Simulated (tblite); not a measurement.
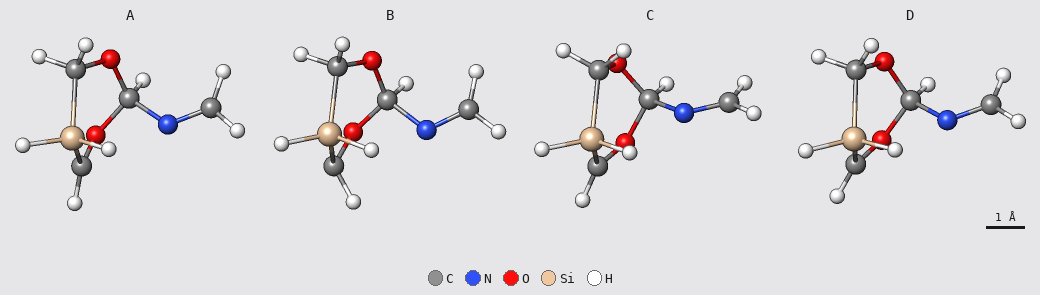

4 geometries from one relaxation of C4H8NO2Si (multiplicity 2), in shuffled order. A ball-and-stick model, seen at a tilt.

Theory: GFN2-xTB geometry optimisation, gas phase (tblite 0.8.0). 

**Order the frames from highest to lowest energy.**

B, A, D, C. They are steps 0, 14, 33, 95, at +27.5 kcal/mol, +5.72 kcal/mol, +1.53 kcal/mol relative to the last. The energy falls by 27.5 kcal/mol in 95 geometry steps. An H atom moves most after the best rigid fit: 0.93 Å. Largest moves by element: H 0.93 Å, N 0.58 Å, O 0.55 Å, C 0.22 Å, Si 0.16 Å. Some distances before and after: C–Si 2.731 → 2.904 Å, C–O 1.360 → 1.438 Å, C–Si 1.870 → 1.917 Å, C–H 1.135 → 1.090 Å. Bond angles that change, for instance: Si–C–H 112.3° → 129.1°, O–C–Si 107.1° → 120.4°, N–C–H 101.9° → 113.5°. Groups turn about C–N by about 40°. Cost: 0.7 s on 1 thread of Arm Neoverse V1, on a shared host.
